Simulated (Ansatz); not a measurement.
## Nudged elastic band, with input and output: C2H6O2Sn (part 1 of 2)

- system: C2H6O2Sn
- method: RKS PBE0-D4/def2-SVP (Ansatz 0.2.0)

It belongs to a series of runs on one base structure; here: band between the two ends. Figures and captions count atoms from 1; the log counts them from 0 in places.

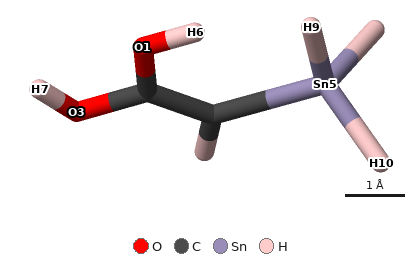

The input geometry (stick view, seen at a tilt; atoms are numbered from 1 in the order of the input). Sticks mark near contacts. Bond lengths as drawn: C–C 1.35 Å, C–H 1.09 Å, C–O 1.34 Å, C–Sn 2.10 Å, H–O 0.97 Å and H–Sn 1.71 to 1.73 Å.

## Input
```yaml
crystal:
  periodic: [false, false, false]
  atoms:
    - { symbol: O, position_ang: [0.578599, 0.409862, 1.644739] }
    - { symbol: C, position_ang: [0.901495, -0.492635, 0.701215] }
    - { symbol: O, position_ang: [1.90775, -1.264532, 1.11925] }
    - { symbol: C, position_ang: [0.323888, -0.642201, -0.508667] }
    - { symbol: Sn, position_ang: [-1.259165, 0.563021, -1.188253] }
    - { symbol: H, position_ang: [-0.154959, 0.960532, 1.332474] }
    - { symbol: H, position_ang: [2.156264, -0.973323, 2.006048] }
    - { symbol: H, position_ang: [0.728179, -1.43954, -1.134222] }
    - { symbol: H, position_ang: [-1.568747, 1.668166, 0.112018] }
    - { symbol: H, position_ang: [-0.855587, 1.481504, -2.577846] }
    - { symbol: H, position_ang: [-2.692418, -0.327754, -1.486157] }
basis:
  gaussian: { orbitals: def2-SVP }
hamiltonian:
  xc: pbe0
  dispersion: d4
neb:
  order_check: false
  images: 7
  f_tol: 0.05
  max_iterations: 60
  final_atoms:
    - { symbol: O, position_ang: [1.29857875, 0.68951043, 1.63651918] }
    - { symbol: C, position_ang: [1.41268585, -0.10144542, 0.54695102] }
    - { symbol: O, position_ang: [2.44443395, -0.14323413, -0.05929564] }
    - { symbol: C, position_ang: [0.16951485, -0.84259827, 0.15351251] }
    - { symbol: Sn, position_ang: [-1.17679698, 0.42964377, -1.00024433] }
    - { symbol: H, position_ang: [0.42151776, 0.59805979, 2.02696056] }
    - { symbol: H, position_ang: [-0.39410298, -1.22040319, 1.0211806] }
    - { symbol: H, position_ang: [0.44812929, -1.68613171, -0.49078456] }
    - { symbol: H, position_ang: [-1.89955618, 1.54796731, 0.07997748] }
    - { symbol: H, position_ang: [-0.27953323, 1.24278772, -2.2017842] }
    - { symbol: H, position_ang: [-2.37957208, -0.57105631, -1.69239361] }
  initial_path:
    images:
      - { positions_ang: [[0.578599, 0.409862, 1.644739], [0.901495, -0.492635, 0.701215], [1.90775, -1.264532, 1.11925], [0.323888, -0.642201, -0.508667], [-1.259165, 0.563021, -1.188253], [-0.154959, 0.960532, 1.332474], [2.156264, -0.973323, 2.006048], [0.728179, -1.43954, -1.134222], [-1.568747, 1.668166, 0.112018], [-0.855587, 1.481504, -2.577846], [-2.692418, -0.327754, -1.486157]] }
      - { positions_ang: [[0.72429409, 0.47834467, 1.53786858], [0.94307949, -0.50285708, 0.67791122], [1.92465405, -1.31934436, 1.08335647], [0.30224572, -0.69138575, -0.46287653], [-1.27983338, 0.54034553, -1.15039568], [-0.00026726, 1.09248436, 1.24553552], [2.00219547, -0.87118173, 1.97795838], [0.59997902, -1.53573652, -1.04068699], [-1.76279228, 1.49730736, 0.17591002], [-0.78694813, 1.58387145, -2.35856343], [-2.60130779, -0.32874794, -1.66541856]] }
      - { positions_ang: [[0.86998919, 0.54682733, 1.43099816], [0.98466397, -0.51307915, 0.65460745], [1.9415581, -1.37415671, 1.04746293], [0.28060344, -0.74057051, -0.41708605], [-1.30050176, 0.51767007, -1.11253836], [0.15442448, 1.22443671, 1.15859705], [1.84812694, -0.76904046, 1.94986875], [0.47177905, -1.63193303, -0.94715198], [-1.95683756, 1.32644872, 0.23980204], [-0.71830926, 1.6862389, -2.13928086], [-2.51019758, -0.32974187, -1.84468011]] }
      - { positions_ang: [[1.01568428, 0.61531, 1.32412774], [1.02624846, -0.52330123, 0.63130367], [1.95846215, -1.42896907, 1.0115694], [0.25896116, -0.78975526, -0.37129558], [-1.32117015, 0.4949946, -1.07468105], [0.30911623, 1.35638907, 1.07165857], [1.69405841, -0.66689919, 1.92177913], [0.34357907, -1.72812955, -0.85361697], [-2.15088284, 1.15559009, 0.30369406], [-0.64967039, 1.78860635, -1.91999829], [-2.41908737, -0.33073581, -2.02394167]] }
      - { positions_ang: [[1.16137937, 0.68379266, 1.21725731], [1.06783294, -0.5335233, 0.60799989], [1.9753662, -1.48378142, 0.97567586], [0.23731887, -0.83894002, -0.32550511], [-1.34183853, 0.47231914, -1.03682373], [0.46380797, 1.48834142, 0.98472009], [1.53998989, -0.56475792, 1.89368951], [0.2153791, -1.82432607, -0.76008196], [-2.34492812, 0.98473145, 0.36758608], [-0.58103152, 1.8909738, -1.70071573], [-2.32797716, -0.33172974, -2.20320323]] }
      - { positions_ang: [[1.19567922, 0.6852221, 1.32207278], [1.15404617, -0.42550383, 0.59273767], [2.09263314, -1.1486446, 0.71693298], [0.22036787, -0.83985458, -0.2057507], [-1.30057814, 0.4616503, -1.02767888], [0.45323541, 1.26577101, 1.24528021], [1.05646667, -0.72866923, 1.67556228], [0.27356665, -1.78977748, -0.69275761], [-2.23358514, 1.12554041, 0.29568393], [-0.50565695, 1.72892728, -1.82598284], [-2.34087589, -0.39156138, -2.07550083]] }
      - { positions_ang: [[1.22997906, 0.68665155, 1.42688825], [1.24025939, -0.31748436, 0.57747546], [2.20990008, -0.81350777, 0.45819011], [0.20341686, -0.84076914, -0.0859963], [-1.25931775, 0.45098145, -1.01853403], [0.44266286, 1.04320061, 1.50584033], [0.57294345, -0.89258055, 1.45743506], [0.33175419, -1.75522889, -0.62543326], [-2.12224215, 1.26634938, 0.22378178], [-0.43028238, 1.56688076, -1.95124996], [-2.35377462, -0.45139302, -1.94779842]] }
      - { positions_ang: [[1.26427891, 0.68808099, 1.53170371], [1.32647262, -0.20946489, 0.56221324], [2.32716702, -0.47837095, 0.19944723], [0.18646585, -0.84168371, 0.03375811], [-1.21805736, 0.44031261, -1.00938918], [0.43209031, 0.8206302, 1.76640044], [0.08942024, -1.05649187, 1.23930783], [0.38994174, -1.7206803, -0.55810891], [-2.01089916, 1.40715835, 0.15187963], [-0.3549078, 1.40483424, -2.07651708], [-2.36667335, -0.51122467, -1.82009602]] }
      - { positions_ang: [[1.29857875, 0.68951043, 1.63651918], [1.41268585, -0.10144542, 0.54695102], [2.44443395, -0.14323413, -0.05929564], [0.16951485, -0.84259827, 0.15351251], [-1.17679698, 0.42964377, -1.00024433], [0.42151776, 0.59805979, 2.02696056], [-0.39410298, -1.22040319, 1.0211806], [0.44812929, -1.68613171, -0.49078456], [-1.89955618, 1.54796731, 0.07997748], [-0.27953323, 1.24278772, -2.2017842], [-2.37957208, -0.57105631, -1.69239361]] }
```

Launch command:
```bash
ansatz run input.yaml --threads 2 --pin off --max-ram 3072MiB --backend cpu --events-out ev --progress --plain --runs-dir out
```

## Log
```
Engine: ansatz 0.2.0, x86_64-unknown-linux-gnu
Functional definition: PBE0
  parameter a = 0.25
  parameter kappa = 0.804
  parameter beta = 0.06672455060314922
  exchange = (1 - a)*pbe_x(kappa = kappa, mu = beta*pi^2/3) + a*exact_x
  correlation = pbe_c(beta = beta)
1314 factors; integrals over basis functions are off by at most 3.3e-4 eV
mean field evaluation 1: about -12077.7978 eV, gradient 5.6e1 eV
mean field evaluation 2: about -12074.1561 eV, gradient 6.6e1 eV
mean field evaluation 4: about -12084.3664 eV, gradient 4.4e0 eV
mean field evaluation 8: about -12084.4515 eV, gradient 2.3e-1 eV
mean field evaluation 16: about -12084.4516 eV, gradient 3.5e-5 eV
mean field -12084.45155300 eV, -444.0954034372 hartree, gradient 3.5e-5 eV, S^2 0.000000; 0 other end points of the search recorded, 0 dependent functions left out
the calculation of the forces begins
reference -12084.45158331 eV, -444.0954045513 hartree; 28, 28 occupied and 84, 84 virtual orbitals, 1314 factors
1308 factors; integrals over basis functions are off by at most 9.2e-4 eV
mean field evaluation 32: about -12085.2938 eV, gradient 7.8e-5 eV
mean field -12085.29378703 eV, -444.1263549669 hartree, gradient 7.8e-5 eV, S^2 0.000000; 0 other end points of the search recorded, 0 dependent functions left out
[... from here on the field's lines of each further geometry are left out, up to the last ...]
NEB iter   1: max|band force component| = 1.606e1 eV/Å  barrier→ = 5.9197 eV  barrier← = 6.7635 eV  Δτ_max = 0.2000 Å  (245 SCF iters)
NEB iter   2: max|band force component| = 4.146e0 eV/Å  barrier→ = 4.6584 eV  barrier← = 5.5022 eV  Δτ_max = 0.1997 Å  (224 SCF iters)
NEB iter   3: max|band force component| = 7.676e0 eV/Å  barrier→ = 4.0226 eV  barrier← = 4.8663 eV  Δτ_max = 0.1015 Å  (224 SCF iters)
NEB iter   4: max|band force component| = 2.319e0 eV/Å  barrier→ = 3.7026 eV  barrier← = 4.5464 eV  Δτ_max = 0.2000 Å  (211 SCF iters)
NEB iter   5: max|band force component| = 3.230e0 eV/Å  barrier→ = 2.8192 eV  barrier← = 3.6630 eV  Δτ_max = 0.2000 Å  (216 SCF iters)
NEB iter   6: max|band force component| = 4.042e0 eV/Å  barrier→ = 2.2461 eV  barrier← = 3.0899 eV  Δτ_max = 0.2000 Å  (214 SCF iters)
NEB iter   7: max|band force component| = 2.910e0 eV/Å  barrier→ = 1.8447 eV  barrier← = 2.6885 eV  Δτ_max = 0.2000 Å  (206 SCF iters)
NEB iter   8: max|band force component| = 2.412e0 eV/Å  barrier→ = 1.4784 eV  barrier← = 2.3221 eV  Δτ_max = 0.2000 Å  (212 SCF iters)
NEB iter   9: max|band force component| = 4.100e0 eV/Å  barrier→ = 1.5102 eV  barrier← = 2.3540 eV  Δτ_max = 0.1007 Å  (206 SCF iters)
NEB iter  10: max|band force component| = 2.215e0 eV/Å  barrier→ = 1.5515 eV  barrier← = 2.3952 eV  Δτ_max = 0.1966 Å  (209 SCF iters)
NEB iter  11: max|band force component| = 2.129e0 eV/Å  barrier→ = 1.8716 eV  barrier← = 2.7154 eV  Δτ_max = 0.2000 Å  (209 SCF iters)
NEB iter  12: max|band force component| = 1.746e0 eV/Å  barrier→ = 2.4424 eV  barrier← = 3.2862 eV  Δτ_max = 0.1967 Å  (212 SCF iters)
NEB iter  13: max|band force component| = 2.348e0 eV/Å  barrier→ = 2.4555 eV  barrier← = 3.2993 eV  Δτ_max = 0.0990 Å  (213 SCF iters)
NEB iter  14: max|band force component| = 3.363e0 eV/Å  barrier→ = 1.6035 eV  barrier← = 2.4473 eV  Δτ_max = 0.0503 Å  (218 SCF iters)
NEB iter  15: max|band force component| = 2.056e0 eV/Å  barrier→ = 1.2437 eV  barrier← = 2.0875 eV  Δτ_max = 0.0999 Å  (211 SCF iters)
NEB iter  16: max|band force component| = 1.775e0 eV/Å  barrier→ = 1.1031 eV  barrier← = 1.9469 eV  Δτ_max = 0.1001 Å  (208 SCF iters)
NEB iter  17: max|band force component| = 1.481e0 eV/Å  barrier→ = 1.3037 eV  barrier← = 2.1475 eV  Δτ_max = 0.2000 Å  (214 SCF iters)
NEB iter  18: max|band force component| = 8.956e-1 eV/Å  barrier→ = 1.6775 eV  barrier← = 2.5213 eV  Δτ_max = 0.2000 Å  (208 SCF iters)
NEB iter  19: max|band force component| = 8.276e-1 eV/Å  barrier→ = 1.8397 eV  barrier← = 2.6834 eV  Δτ_max = 0.2000 Å  (206 SCF iters)
NEB iter  20: max|band force component| = 1.161e0 eV/Å  barrier→ = 2.2586 eV  barrier← = 3.1024 eV  Δτ_max = 0.1000 Å  (207 SCF iters)
NEB iter  21: max|band force component| = 1.236e0 eV/Å  barrier→ = 2.6715 eV  barrier← = 3.5152 eV  Δτ_max = 0.0501 Å  (211 SCF iters)
NEB iter  22: max|band force component| = 7.533e-1 eV/Å  barrier→ = 2.7551 eV  barrier← = 3.5989 eV  Δτ_max = 0.0500 Å  (209 SCF iters)
NEB iter  23: max|band force component| = 7.997e-1 eV/Å  barrier→ = 2.7841 eV  barrier← = 3.6278 eV  Δτ_max = 0.0499 Å  (216 SCF iters)
NEB iter  24: max|band force component| = 8.907e-1 eV/Å  barrier→ = 2.8191 eV  barrier← = 3.6629 eV  Δτ_max = 0.0499 Å  (210 SCF iters)
NEB iter  25: max|band force component| = 1.303e0 eV/Å  barrier→ = 2.8098 eV  barrier← = 3.6535 eV  Δτ_max = 0.0498 Å  (205 SCF iters)
NEB iter  26: max|band force component| = 1.526e0 eV/Å  barrier→ = 2.6493 eV  barrier← = 3.4931 eV  Δτ_max = 0.1002 Å  (211 SCF iters)
NEB iter  27: max|band force component| = 2.006e0 eV/Å  barrier→ = 2.0981 eV  barrier← = 2.9418 eV  Δτ_max = 0.2000 Å  (220 SCF iters)
NEB iter  28: max|band force component| = 1.459e0 eV/Å  barrier→ = 1.0747 eV  barrier← = 1.9185 eV  Δτ_max = 0.1000 Å  (199 SCF iters)
NEB iter  29: max|band force component| = 1.941e0 eV/Å  barrier→ = 0.6143 eV  barrier← = 1.4581 eV  Δτ_max = 0.0502 Å  (205 SCF iters)
NEB iter  30: max|band force component| = 1.540e0 eV/Å  barrier→ = 0.6380 eV  barrier← = 1.4818 eV  Δτ_max = 0.1001 Å  (207 SCF iters)
NEB iter  31: max|band force component| = 7.772e-1 eV/Å  barrier→ = 0.7054 eV  barrier← = 1.5492 eV  Δτ_max = 0.1996 Å  (209 SCF iters)
NEB iter  32: max|band force component| = 6.317e-1 eV/Å  barrier→ = 0.8705 eV  barrier← = 1.7143 eV  Δτ_max = 0.1988 Å  (210 SCF iters)
NEB iter  33: max|band force component| = 4.442e-1 eV/Å  barrier→ = 0.9759 eV  barrier← = 1.8197 eV  CI = image 3  Δτ_max = 0.1966 Å  (207 SCF iters)
NEB iter  34: max|band force component| = 2.573e0 eV/Å  barrier→ = 1.0670 eV  barrier← = 1.9108 eV  CI = image 3  Δτ_max = 0.0998 Å  (207 SCF iters)
NEB iter  35: max|band force component| = 2.797e0 eV/Å  barrier→ = 1.0321 eV  barrier← = 1.8759 eV  CI = image 3  Δτ_max = 0.1999 Å  (209 SCF iters)
NEB iter  36: max|band force component| = 2.965e0 eV/Å  barrier→ = 0.9646 eV  barrier← = 1.8084 eV  CI = image 3  Δτ_max = 0.1983 Å  (207 SCF iters)
NEB iter  37: max|band force component| = 3.188e0 eV/Å  barrier→ = 1.0477 eV  barrier← = 1.8915 eV  CI = image 3  Δτ_max = 0.1982 Å  (209 SCF iters)
NEB iter  38: max|band force component| = 2.837e0 eV/Å  barrier→ = 1.4620 eV  barrier← = 2.3057 eV  CI = image 3  Δτ_max = 0.1981 Å  (208 SCF iters)
NEB iter  39: max|band force component| = 1.894e0 eV/Å  barrier→ = 1.8857 eV  barrier← = 2.7295 eV  CI = image 3  Δτ_max = 0.1986 Å  (210 SCF iters)
NEB iter  40: max|band force component| = 8.265e-1 eV/Å  barrier→ = 2.0069 eV  barrier← = 2.8507 eV  CI = image 3  Δτ_max = 0.0900 Å  (212 SCF iters)
NEB iter  41: max|band force component| = 6.103e-1 eV/Å  barrier→ = 1.9682 eV  barrier← = 2.8120 eV  CI = image 3  Δτ_max = 0.1177 Å  (202 SCF iters)
NEB iter  42: max|band force component| = 2.822e-1 eV/Å  barrier→ = 1.9358 eV  barrier← = 2.7796 eV  CI = image 3  Δτ_max = 0.0739 Å  (215 SCF iters)
NEB iter  43: max|band force component| = 2.238e-1 eV/Å  barrier→ = 1.9182 eV  barrier← = 2.7619 eV  CI = image 3  Δτ_max = 0.0461 Å  (209 SCF iters)
NEB iter  44: max|band force component| = 1.611e-1 eV/Å  barrier→ = 1.9143 eV  barrier← = 2.7581 eV  CI = image 3  Δτ_max = 0.0707 Å  (215 SCF iters)
NEB iter  45: max|band force component| = 1.518e-1 eV/Å  barrier→ = 1.9127 eV  barrier← = 2.7565 eV  CI = image 3  Δτ_max = 0.0330 Å  (215 SCF iters)
NEB iter  46: max|band force component| = 9.698e-2 eV/Å  barrier→ = 1.9118 eV  barrier← = 2.7556 eV  CI = image 3  Δτ_max = 0.0618 Å  (205 SCF iters)
NEB iter  47: max|band force component| = 9.639e-2 eV/Å  barrier→ = 1.9112 eV  barrier← = 2.7550 eV  CI = image 3  Δτ_max = 0.0125 Å  (213 SCF iters)
```
